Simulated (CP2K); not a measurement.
**[CuSi2H6]− ([Cu(SiH3)2]-), run twice**

Aim: the energy of [CuSi2H6]− ([Cu(SiH3)2]-) at GFN2-xTB.

The calculation is run with CP2K 2026.2.

## Step 1: The molecule

[CuSi2H6]− has 9 atoms, charge -1, and is taken as a singlet. As SMILES, `[SiH3][Cu-][SiH3]`. Geometry: a GFN2-xTB relaxation, a rough one for these elements and not checked as a minimum.

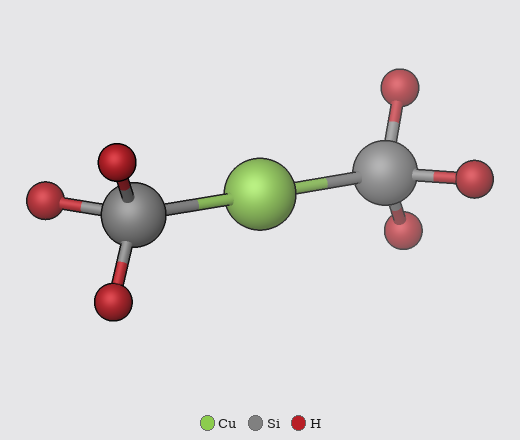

The structure, seen from a chosen angle (copper green, silicon grey, hydrogen red).

## Step 2: First attempt

gas.inp

```
&GLOBAL
  PROJECT_NAME gas
  RUN_TYPE SINGLE_POINT
  PRINT_LEVEL MEDIUM
&END

&FORCE_EVAL
  METHOD QS
  &DFT
    CHARGE -1
    &QS
      METHOD XTB
      EPS_DEFAULT 1.0E-10
      &XTB
        GFN_TYPE TBLITE
        &TBLITE
          METHOD GFN2
        &END
        CHECK_ATOMIC_CHARGES F
      &END
    &END
    # isolated system
    &POISSON
      PERIODIC NONE
      POISSON_SOLVER ANALYTIC
    &END
    &SCF
      SCF_GUESS ATOMIC
      EPS_SCF 1.0E-06
      MAX_SCF 150
      ADDED_MOS 2
      &DIAGONALIZATION
        ALGORITHM STANDARD
      &END
      &MIXING
        METHOD DIRECT_P_MIXING
        ALPHA 0.4
      &END
      &SMEAR ON
        METHOD FERMI_DIRAC
        ELECTRONIC_TEMPERATURE [K] 300
      &END
    &END
    &PRINT
      &MOMENTS
        PERIODIC F
        REFERENCE COM
        MAX_MOMENT 1
      &END
      &MO ON
        ENERGIES T
        OCCUPATION_NUMBERS T
        NDIGITS 6
        &EACH
          QS_SCF 0
        &END
        ADD_LAST NUMERIC
      &END
      &HIRSHFELD OFF
      &END
    &END
  &END
  # structure
  &SUBSYS
    # box in angstrom
    &CELL
      ABC 10.5 10.4 14.3
      PERIODIC NONE
    &END
    &COORD
      Cu     0.006550     0.021900     0.000580
      Si     0.000880    -0.010130     2.343300
      H      0.841010    -1.008520     3.094270
      H     -1.278420    -0.260060     3.096160
      H      0.426260     1.191690     3.141490
      Si     0.003950     0.020310    -2.343050
      H      1.246150     0.365760    -3.119040
      H     -0.926740     0.918460    -3.112270
      H     -0.319640    -1.239400    -3.101430
    &END
    &TOPOLOGY
      &CENTER_COORDINATES
      &END
    &END
  &END
&END
```

On the command line:

```console
OMP_NUM_THREADS=1 cp2k.psmp -i gas.inp -o gas.out
```

Log:

```text
*******************************************************************************
 *   ___                                                                       *
 *  /   \                                                                      *
 * [ABORT]                                                                     *
 *  \___/               invalid value for enumeration:SINGLE_POINT             *
 *    |                                                                        *
 *  O/|                                                                        *
 * /| |                                                                        *
 * / \                                     input/input_enumeration_types.F:215 *
 *******************************************************************************

 ===== Routine Calling Stack =====

            4 val_create_parsing
            3 section_vals_parse
            2 section_vals_parse
            1 read_input

Program received signal SIGABRT: Process abort signal.

Backtrace for this error:
#0  0x4d9e4f0cf957 in ???
#1  0x4d9e6f984cac in __pthread_kill_implementation
#2  0x4d9e6f92bfb7 in raise
#3  0x4d9e6f915d37 in abort
#4  0x4d9e4f7a2d83 in ???
#5  0x4d9e4f7a4297 in ???
#6  0x4d9e4f7a4497 in ???
#7  0x4d9e4f90226f in ???
#8  0x4d9e4f91183b in ???
#9  0x4d9e4f91367b in ???
#10  0x4d9e4f9138f7 in ???
#11  0x4d9e4f1e9807 in ???
#12  0x4d9e4fa54e8b in ???
#13  0x4d9e4fa59d0b in ???
#14  0x4d9e4f170db3 in ???
#15  0x4d9e4f16ef13 in ???
#16  0x4d9e6f916573 in __libc_start_call_main
#17  0x4d9e6f916657 in __libc_start_main_impl
#18  0x4d9e4f16f06f in ???
#19  0xffffffffffffffff in ???
```

Run time: 0.32 s. Hardware: 1 thread of Arm Neoverse N1, shared host; peak memory 0.13 GiB.

## Step 3: What went wrong

The program refused the input.

The log says `\___/               invalid value for enumeration:SINGLE_POINT`. The fault: unknown run type.

## Step 4: Try two

mol.inp

```
&global
  project_name mol
  run_type ENERGY
  print_level MEDIUM
&end global
&force_eval
  method QS
  &dft
    charge -1
    &qs
      method XTB
      eps_default 1.0E-10
      &xtb
        gfn_type TBLITE
        &tblite
          method GFN2
        &end tblite
        check_atomic_charges F
      &end xtb
    &end qs
    &poisson
      periodic NONE
      poisson_solver ANALYTIC
    &end poisson
    &scf
      scf_guess ATOMIC
      eps_scf 1.0E-06
      max_scf 150
      added_mos 2
      &diagonalization
        algorithm STANDARD
      &end diagonalization
      &mixing
        method DIRECT_P_MIXING
        alpha 0.4
      &end mixing
      &smear ON
        method FERMI_DIRAC
        electronic_temperature [K] 300
      &end smear
    &end scf
    &print
      &moments
        periodic F
        reference COM
        max_moment 1
      &end moments
      &mo ON
        energies T
        occupation_numbers T
        ndigits 6
        &each
          qs_scf 0
        &end each
        add_last NUMERIC
      &end mo
      &hirshfeld OFF
      &end hirshfeld
    &end print
  &end dft
  &subsys
    &cell
      abc 10.5 10.4 14.3
      periodic NONE
    &end cell
    &coord
      Cu     0.006550     0.021900     0.000580
      Si     0.000880    -0.010130     2.343300
      H      0.841010    -1.008520     3.094270
      H     -1.278420    -0.260060     3.096160
      H      0.426260     1.191690     3.141490
      Si     0.003950     0.020310    -2.343050
      H      1.246150     0.365760    -3.119040
      H     -0.926740     0.918460    -3.112270
      H     -0.319640    -1.239400    -3.101430
    &end coord
    &topology
      &center_coordinates
      &end center_coordinates
    &end topology
  &end subsys
&end force_eval
```

On the command line:

```console
OMP_NUM_THREADS=1 cp2k.psmp -i mol.inp -o mol.out
```

Log:

```text
CP2K| version string:                                       CP2K version 2026.2
[...]
 GLOBAL| Method name                                                        CP2K
[...]
 GLOBAL| Run type                                                         ENERGY
[...]
                             - Atoms:                                          9
[...]
                             - Spherical basis functions:                     33
[...]
 Number of electrons:                                                         26
[...]
  *** SCF run converged in    13 steps ***
[...]
  Fermi energy:                                                -0.05853133380625
[...]
 TB_DIPOLE| Moment [Debye]          0.02646952       0.06885958       0.00178744
 TB_DIPOLE| Derivative [a.u.]       0.00000000       0.00000000       0.00000000
[...]
 ENERGY| Total FORCE_EVAL ( QS ) energy [hartree]            -10.635654725463020
[...]
```

It took 0.4 s on 1 thread of Arm Neoverse N1, shared host; peak memory 0.14 GiB.

## Step 5: Outcome

At GFN2-xTB:

| quantity | value |
| --- | --- |
| total energy | -10.63565 Eh |
| HOMO energy | -3.59 eV |
| LUMO energy | -0.68 eV |
| HOMO–LUMO gap | 2.91 eV |

**Reading.** Mulliken charges run from -0.41 on Cu1 to +0.30 on Si6.
